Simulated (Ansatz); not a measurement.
# CH₄BCl···H (doublet): what the fields show

Input

```
crystal:
  periodic: [false, false, false]
  atoms:
    - { symbol: B, position_ang: [0.010464, 0.018596, -0.075408] }
    - { symbol: H, position_ang: [-0.070959, -0.024763, 1.111314] }
    - { symbol: C, position_ang: [1.362986, 0.036982, -0.839886] }
    - { symbol: H, position_ang: [1.676371, -1.004952, -0.960162] }
    - { symbol: H, position_ang: [1.299282, 0.468537, -1.83546] }
    - { symbol: H, position_ang: [2.153742, 0.530112, -0.278739] }
    - { symbol: Cl, position_ang: [-1.523419, -0.005902, -0.942914] }
    - { symbol: H, position_ang: [-0.014166, -0.018709, 2.975455] }
magnetization:
  spin_polarized: true
  initial_magnetization: 1
basis:
  gaussian: { orbitals: "6-31G*" }
hamiltonian:
  xc: { name: BHLYP }
  dispersion: d4
relax:
  f_tol: 0.03
  max_steps: 50
output:
  orbitals: {}
```

Command:

```sh
ansatz run input.yaml --threads 1 --pin off --max-ram 2048MiB --backend cpu --events-out ev --progress --plain --runs-dir out
```

The fields are those of the run's last geometry, not of the input's.

These are results of UKS BHLYP-D4/6-31G* in Ansatz, not measurements.

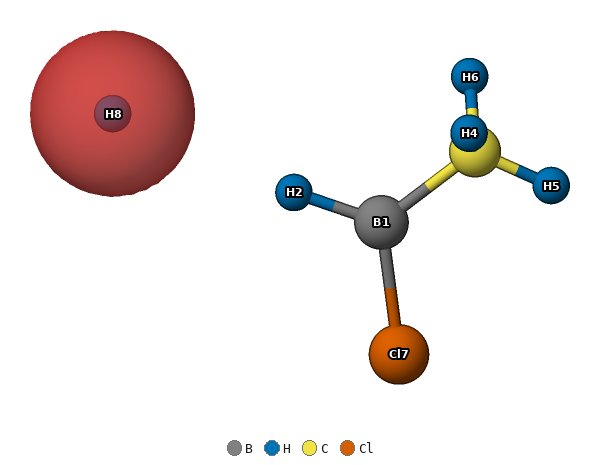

Figure 1. Isosurfaces of the spin density (α minus β) at +0.04 (red) and −0.04 e/Å³ (blue), seen at a tilt.

Question: Where is the unpaired spin?

Answer: The unpaired spin (1 electron) lies mostly on H8 (about 1.0), in electrons by Hirshfeld's partition. Only one sign reaches the isovalue.

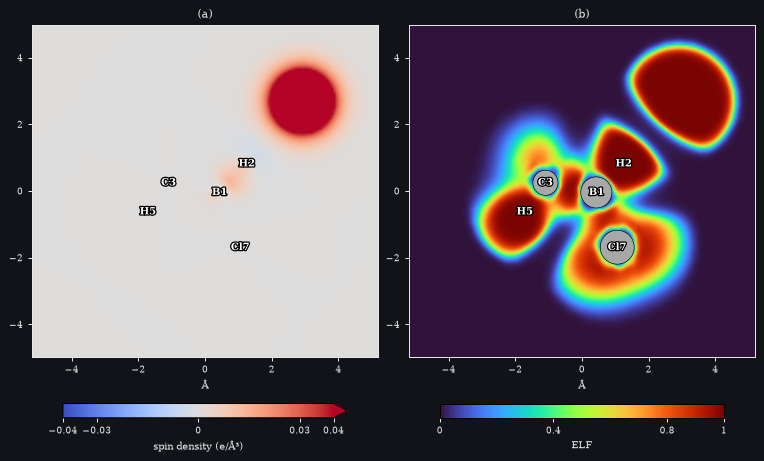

Figure 2. (a) spin density (α minus β); (b) electron localisation function on the plane of atoms C3, B1 and Cl7. Grey discs cover the atomic cores in the ELF map.

Question: What does the map show?

Answer: The section cuts through B, H, C and Cl sites.
C–B (1.55 Å): the ELF peaks at about 1 between the atoms: a shared electron pair.
B–Cl (1.76 Å): the ELF peaks at about 0.90 between the atoms (a polar covalent bond).
C–H (1.09 Å): the ELF climbs to about 1 towards the hydrogen, as it does in any bond to H; an ordinary covalent bond to hydrogen.
B–H (1.18 Å): the ELF climbs to about 1 towards the hydrogen (a covalent bond by its length).
The ELF also peaks beside Cl7, away from the bonds: non-bonding electrons, paired or unpaired.

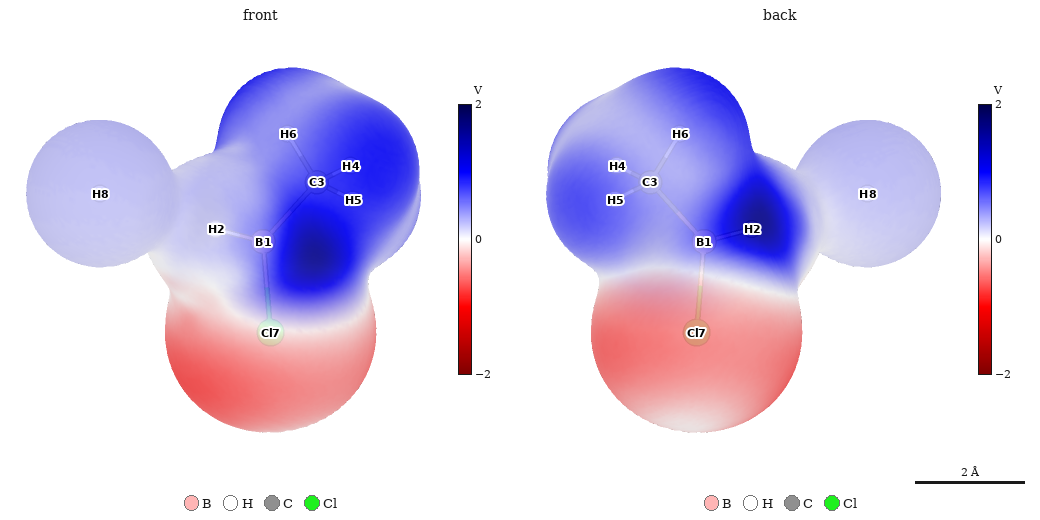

Figure 3. The molecular electrostatic potential painted on the density surface at 0.002 e/bohr³, seen from the front and from behind; the colour scale runs from red (negative) to blue (positive).

Question: Where is the surface potential most negative and most positive?

Answer: The most negative region (about −0.7 V) lies over Cl7, the most positive (about +1.6 V) over B1.
